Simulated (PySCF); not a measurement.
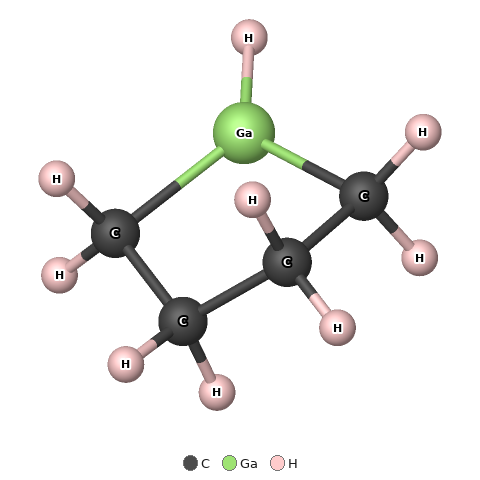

Geometry used (C₄H₉Ga, SMILES C1C[CH2][GaH][CH2]1, singlet).

Vertical TDDFT excitations, CAM-B3LYP/def2-SVPD in PySCF 2.14.0, at a PBE0-D3(BJ)/def2-SVP geometry (no frequency check), gas phase.

### What does its absorption spectrum look like?

The lowest singlet lies at 4.38 eV (283 nm, f = 0.000); the brightest of the first 6 is S4 at 6.97 eV (178 nm), f = 0.058, mainly HOMO → LUMO+2 (86 %). No singlet lies below 3.1 eV (beyond 400 nm), so at this level no vertical transition falls in the visible.


| state | E (eV) | λ (nm) | f | main character |
| --- | --- | --- | --- | --- |
| S1 | 4.38 | 283 | 0.000 | HOMO → LUMO (98 %) |
| S2 | 5.33 | 232 | 0.002 | HOMO−1 → LUMO (97 %) |
| S3 | 6.29 | 197 | 0.022 | HOMO → LUMO+1 (86 %) |
| S4 | 6.97 | 178 | 0.058 | HOMO → LUMO+2 (86 %) |
| S5 | 7.15 | 173 | 0.002 | HOMO−2 → LUMO (79 %) |
| S6 | 7.31 | 170 | 0.050 | HOMO → LUMO+3 (50 %) |

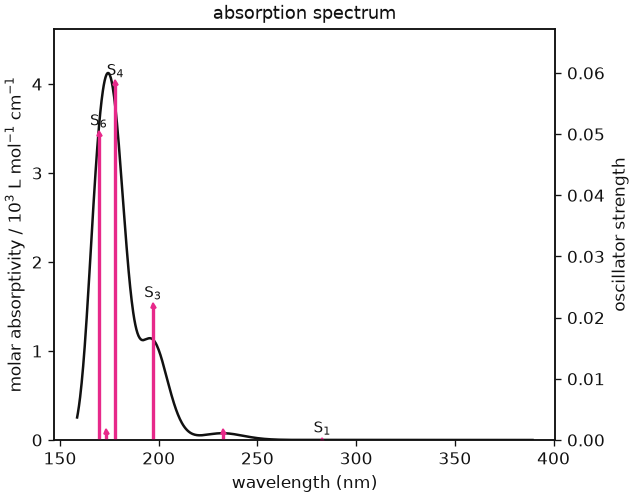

Only the first 6 singlet excitations are included; each is broadened by a Gaussian of 1/e half-width 0.33 eV. Sticks give oscillator strengths (right axis).

Caveats: one conformer of a flexible molecule; core orbitals are frozen in the response.
